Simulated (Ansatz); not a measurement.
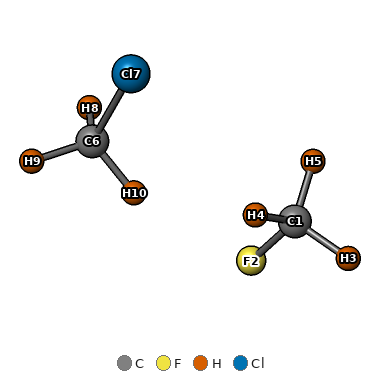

The system is the pair CH₃F···CH₃Cl; the picture shows the reference structure. Coordinates scanned: (1) separation of Cl7 and C1 along their line in the relaxed pair; (2) sideways slip of C1, F2, H3, H4, H5. Nothing is relaxed (both partners rigid). The grid has 9 × 9 points. Points are written as (first, second). Energies: kJ/mol, counted from the lowest grid point. All numbers below come from RKS B3LYP-D4/def2-SVPD in Ansatz.

Its coordinates:

```xyz
10

C    -0.1902    0.0684   -1.9506
F     0.6813   -0.7911   -1.2801
H    -0.0891   -0.1117   -3.0292
H     0.0806    1.1025   -1.7012
H    -1.2137   -0.1423   -1.6146
C     0.2539   -0.1337    1.9575
Cl   -0.9710    1.0989    1.4631
H    -0.2451   -0.8695    2.5965
H     1.0479    0.3805    2.5089
H     0.6452   -0.6020    1.0498
```

Range: separation of Cl7 and C1 along their line in the relaxed pair from 3.066 to 5.666 Å; sideways slip of C1, F2, H3, H4, H5 from −2.20 to 2.20 Å.

> What landscape does the calculation give?

The lowest grid point is at (3.725 Å, 0.00 Å). No other kind of well shows on this grid. The highest grid point, (3.066 Å, 2.20 Å), lies 46.8 kJ/mol above the lowest. Round the minimum the valley is somewhat tilted: raising the first coordinate shifts the best value of the second coordinate upwards (coupling k₁₂/√(k₁₁k₂₂) about −0.5).

| second ↓, first → | 3.066 | 3.208 | 3.440 | 3.725 | 4.052 | 4.413 | 4.804 | 5.223 | 5.666 |
| --- | --- | --- | --- | --- | --- | --- | --- | --- | --- |
| 2.20 | 46.8 | 29.0 | 14.4 | 8.1 | 7.2 | 8.3 | 9.7 | 10.8 | 11.6 |
| 1.65 | 38.4 | 22.6 | 9.9 | 5.1 | 5.2 | 7.1 | 8.9 | 10.2 | 11.2 |
| 1.10 | 34.0 | 18.0 | 5.9 | 2.3 | 3.4 | 5.9 | 8.2 | 9.8 | 10.9 |
| 0.55 | 33.6 | 16.1 | 3.6 | 0.5 | 2.3 | 5.2 | 7.8 | 9.6 | 10.7 |
| 0.00 | 23.7 | 10.7 | 1.6 | 0.0 | 2.3 | 5.4 | 7.9 | 9.7 | 10.8 |
| −0.55 | 11.4 | 5.0 | 1.1 | 1.3 | 3.7 | 6.4 | 8.6 | 10.1 | 11.0 |
| −1.10 | 9.8 | 6.1 | 4.0 | 4.4 | 6.1 | 8.1 | 9.6 | 10.7 | 11.4 |
| −1.65 | 13.8 | 10.6 | 8.3 | 8.0 | 8.7 | 9.8 | 10.7 | 11.4 | 11.9 |
| −2.20 | 15.3 | 13.0 | 11.2 | 10.6 | 10.8 | 11.3 | 11.8 | 12.1 | 12.4 |

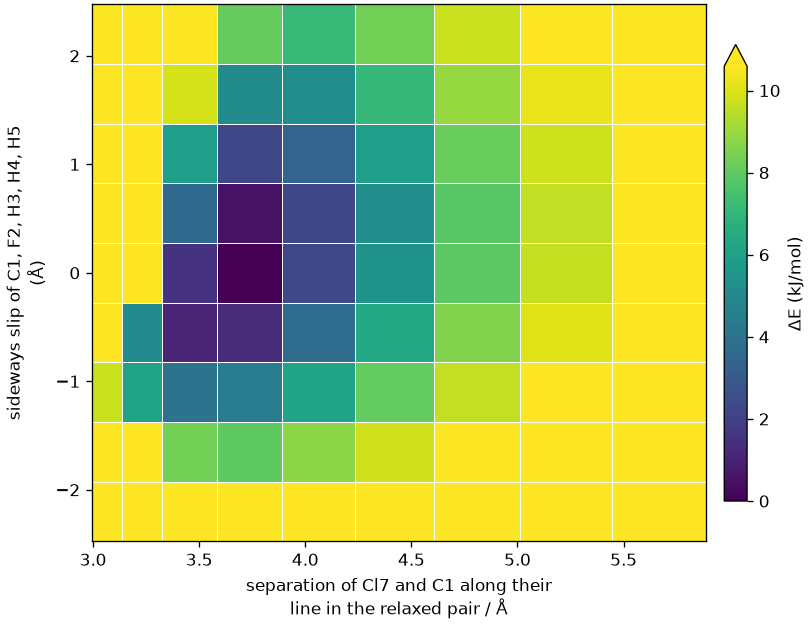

The picture shows one coloured cell a grid point, one colour for all values above the top of the scale.

The whole map (81 points run) took 9.6 min on 1 thread of Arm Neoverse V2 (shared host).
